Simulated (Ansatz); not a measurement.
**One shape, several levels: AlH (SMILES [AlH])**

We compute a comparison of 6 runs (UPBE/3-21G, revPBE/cc-pVTZ, wB97X/cc-pVTZ, UMP2/3-21G, MP2/cc-pVTZ, CCSDT(Q)/3-21G) of AlH. 

The results are computed with Ansatz 0.2.0.

53 further runs of the same task are left out: 53 set aside as unsound or not needed.

### Step 1. The structure to begin with

AlH: 2 atoms, total charge 0, spin state singlet. As SMILES, `[AlH]`. The H2–Al1 distance was set to 2.017 Å, away from the relaxed value.

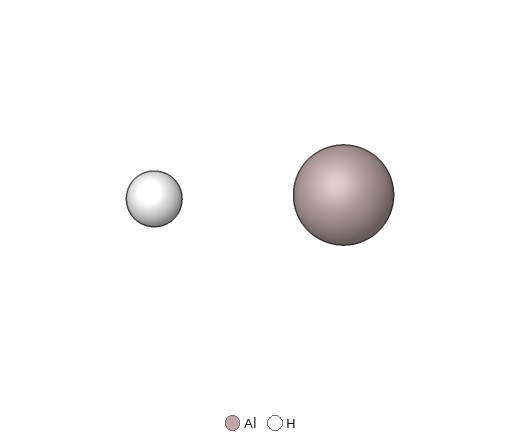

The structure, seen from a chosen angle (aluminium light grey, hydrogen white).

### Step 2. The energy at UPBE/3-21G (run 1)

The input, run.yaml:

```yaml
crystal:
  periodic: [false, false, false]
  atoms:
    - symbol: Al
      position_ang: [0.000000, 0.000000, -0.403330]
    - symbol: H
      position_ang: [0.000000, 0.000000, 1.613470]
basis:
  gaussian:
    orbitals: 3-21G.json
total_charge: 0
magnetization:
  spin_polarized: true
  initial_magnetization: 0
hamiltonian:
  xc: {name: PBE}
accuracy: high
```

The basis set 3-21G is read from a file made from the Basis Set Exchange's data (not shown).

Launch:

```bash
$ ansatz run run.yaml --threads 1 --pin off --max-ram 2610MiB --events-out events.jsonl --progress --plain --runs-dir runs
```

The program printed:

```text
Warning: RAYON_NUM_THREADS=1 ignored (pool sized by the plan → 1); use --threads N
Functional definition: PBE
  name "PBE"
  parameter kappa = 0.804
  parameter beta = 0.06672455060314922
  exchange = pbe_x(kappa = kappa, mu = beta*pi^2/3)
  correlation = pbe_c(beta = beta)
279 factors; integrals over basis functions are off by at most 2.6e-9 eV
mean field evaluation 1: about -6570.1204 eV, gradient 7.4e0 eV
mean field evaluation 2: about -6569.4108 eV, gradient 9.5e0 eV
mean field evaluation 4: about -6570.7575 eV, gradient 6.2e-2 eV
mean field evaluation 8: about -6570.7558 eV, gradient 1.0e-3 eV
mean field evaluation 16: about -6570.7558 eV, gradient 6.5e-9 eV
mean field -6570.75582271 eV, -241.4708226665 hartree, gradient 1.7e-9 eV, S^2 0.000000; 1 other end points of the search recorded, 0 dependent functions left out
reference -6570.75582507 eV, -241.4708227530 hartree; 7, 7 occupied and 8, 8 virtual orbitals, 279 factors
Total energy: -6570.75582507 eV, -241.4708227530 hartree
```

It took 1.2 s on 1 thread of Intel Xeon Platinum 8259CL at 2.50GHz (Skylake/Cascade Lake), shared host; peak memory 0.11 GiB.

### Step 3. A single-point energy at revPBE/cc-pVTZ (run 2)

The input, job.yaml:

```yaml
basis:
  gaussian:
    orbitals: cc-pVTZ
crystal:
  periodic: [false, false, false]
  atoms:
    - symbol: Al
      position_ang: [0.000000, 0.000000, -0.403330]
    - symbol: H
      position_ang: [0.000000, 0.000000, 1.613470]
hamiltonian:
  xc: {name: revPBE}
accuracy: high
```

Launch:

```bash
$ ansatz run job.yaml --threads 1 --pin off --max-ram 2610MiB --events-out events.jsonl --progress --plain --runs-dir runs
```

The program printed:

```text
Warning: RAYON_NUM_THREADS=1 ignored (pool sized by the plan → 1); use --threads N
Functional definition: revPBE
  name "revPBE"
  parameter kappa = 1.245
[... 3 set-up lines as earlier in the session ...]
621 factors; integrals over basis functions are off by at most 3.6e-9 eV
mean field evaluation 1: about -6609.0279 eV, gradient 1.4e1 eV
mean field evaluation 2: about -6607.8212 eV, gradient 1.8e1 eV
mean field evaluation 4: about -6610.1237 eV, gradient 3.4e-1 eV
mean field evaluation 8: about -6610.1207 eV, gradient 1.4e-2 eV
mean field evaluation 16: about -6610.1207 eV, gradient 9.8e-7 eV
mean field -6610.12073107 eV, -242.9174563662 hartree, gradient 8.4e-9 eV, S^2 0.000000; 0 other end points of the search recorded, 0 dependent functions left out
reference -6610.12073404 eV, -242.9174564752 hartree; 7, 7 occupied and 41, 41 virtual orbitals, 621 factors
Total energy: -6610.12073404 eV, -242.9174564752 hartree
```

It took 1.8 s on 1 thread of Intel Xeon Platinum 8259CL at 2.50GHz (Skylake/Cascade Lake), shared host; peak memory 0.1 GiB.

Runs 3 to 5 aren't shown in full; the table further down has their settings and results.

### Step 4. A single-point energy at CCSDT(Q)/3-21G (run 6)

The input, run.yaml:

```yaml
crystal:
  periodic: [false, false, false]
  atoms:
    - symbol: Al
      position_ang: [0.000000, 0.000000, -0.403330]
    - symbol: H
      position_ang: [0.000000, 0.000000, 1.613470]
basis:
  gaussian: {orbitals: 3-21G.json}
correlation: {method: ccsdt_q, frozen_orbitals: {Al: 5, H: 0}}
accuracy: high
scf: {omitted_lower_state_checks: [cluster_reference, increment]}
```

The basis set 3-21G is read from a file made from the Basis Set Exchange's data (not shown).

Launch:

```bash
$ ansatz run run.yaml --threads 1 --pin off --max-ram 2610MiB --events-out events.jsonl --progress --plain --runs-dir runs
```

The program printed:

```text
Warning: RAYON_NUM_THREADS=1 ignored (pool sized by the plan → 1); use --threads N
Functional definition: HF
  name "HF"
  exchange = exact_x
  correlation = 0
these checks for a lower state are left out or cut short: cluster_reference, increment
279 factors; integrals over basis functions are off by at most 2.6e-9 eV
mean field evaluation 1: about -6560.4786 eV, gradient 6.7e0 eV
mean field evaluation 2: about -6560.4788 eV, gradient 6.7e0 eV
mean field evaluation 4: about -6560.8764 eV, gradient 3.5e-1 eV
mean field evaluation 8: about -6560.8772 eV, gradient 3.5e-4 eV
mean field -6560.87715600 eV, -241.1077883607 hartree, gradient 3.7e-8 eV, S^2 0.000000; 0 other end points of the search recorded, 0 dependent functions left out
5 core orbitals not correlated: weight in the atoms' cores, before any rotation towards them, 1.000 or more for the frozen orbitals, at most 0.000 for the correlated occupied ones
reference -6560.87715600 eV, -241.1077883607 hartree; 2, 2 occupied and 8, 8 virtual orbitals, 279 factors
second order -0.86678606 eV of doubles, -0.00000000 eV of singles
cycle   1  -1.16751569 eV  change   -3.0e-1 eV  update   7.0e-2
cycle   2  -1.40544129 eV  change   -2.4e-1 eV  update   3.5e-2
cycle   3  -1.41018178 eV  change   -4.7e-3 eV  update   5.9e-3
cycle   4  -1.41364422 eV  change   -3.5e-3 eV  update   1.6e-3
cycle   5  -1.41312832 eV  change    5.2e-4 eV  update   4.8e-4
cycle   6  -1.41312974 eV  change   -1.4e-6 eV  update   1.6e-4
cycle   7  -1.41330028 eV  change   -1.7e-4 eV  update   5.9e-5
cycle   8  -1.41325778 eV  change    4.3e-5 eV  update   2.0e-5
cycle   9  -1.41325369 eV  change    4.1e-6 eV  update   4.8e-6
cycle  10  -1.41325568 eV  change   -2.0e-6 eV  update   1.0e-6
cycle  11  -1.41325585 eV  change   -1.7e-7 eV  update   2.9e-7
cycle  12  -1.41325570 eV  change    1.5e-7 eV  update   1.1e-7
cycle  13  -1.41325581 eV  change   -1.1e-7 eV  update   5.0e-8
cycle  14  -1.41325584 eV  change   -3.3e-8 eV  update   2.6e-8
cycle  15  -1.41325580 eV  change    4.8e-8 eV  update   5.3e-8
cycle  16  -1.41325575 eV  change    4.7e-8 eV  update   2.3e-8
cycle  17  -1.41325574 eV  change    1.1e-8 eV  update   4.7e-9
cycle  18  -1.41325574 eV  change   1.3e-10 eV  update   1.7e-9
cycle  19  -1.41325574 eV  change   -1.3e-9 eV  update  7.8e-10
cycle  20  -1.41325574 eV  change   4.9e-11 eV  update  2.5e-10
perturbative correction -0.00115753 eV, -0.0000425384 hartree
Total energy: -6562.29156927 eV, -241.1597670896 hartree
Checks for a lower state left out: cluster_reference, increment
```

Wall time 0.32 s (1 thread of Intel Xeon Platinum 8259CL at 2.50GHz (Skylake/Cascade Lake), shared host).

### Step 5. The series

```csv
run,level,frozen core orbitals,energy (Eh),wall time
1,UPBE/3-21G,–,-241.470823,1.2 s
2,revPBE/cc-pVTZ,–,-242.917456,1.8 s
3,wB97X/cc-pVTZ,–,-242.955480,5.4 s
4,UMP2/3-21G,5,-241.139642,0.16 s
5,MP2/cc-pVTZ,5,-242.507219,0.44 s
6,CCSDT(Q)/3-21G,5,-241.159767,0.32 s
```

### Step 6. Results

| quantity | value |
| --- | --- |
| run 6: total energy | -241.15977 Eh |
| run 6: correlation energy (5 core orbitals frozen) | -52.0 mEh |
| run 6: T1 diagnostic | 0.019 |

In words: Totals of different functionals can't be ranked against each other. In run 5 the log says that unrestricted orbitals would lower the reference, so the values rest on an unstable closed-shell determinant (other closed-shell runs at this shape may share the fault). All runs together took 9.4 s, the longest 5.4 s.
